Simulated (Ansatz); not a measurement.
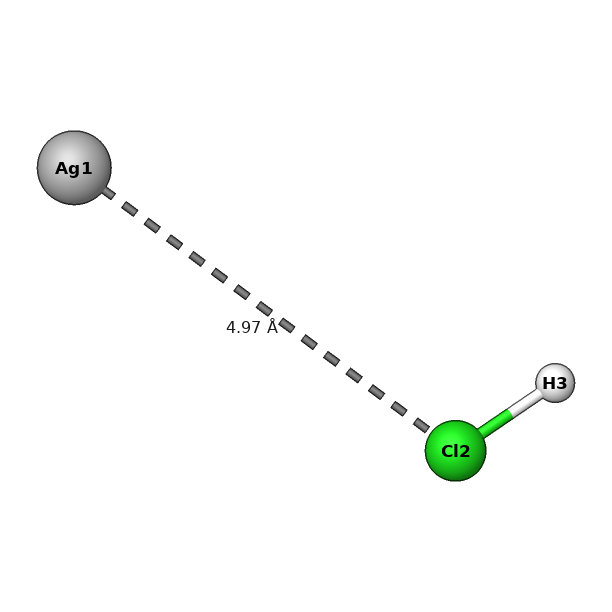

Two molecules or ions; the broken line marks their closest contact (measured against van der Waals radii). Charge +1, singlet. Geometry: a pair of rigid molecules at a changed separation. Program: Ansatz 0.2.0.

**Which two species are they?**

Ag and HCl (`Cl.[Ag+]`).

Give the counterpoise-corrected interaction energy (kcal/mol, monomers kept as in the pair) with RHF-CCSD(T) (frozen core)/def2-TZVPPD; ωB97M-V/def2-TZVPPD.

```json
{"level": "RHF-CCSD(T) (frozen core)/def2-TZVPPD", "interaction energy (kcal/mol)": "−2.4"}
{"level": "ωB97M-V/def2-TZVPPD", "interaction energy (kcal/mol)": "−2.5"}
```
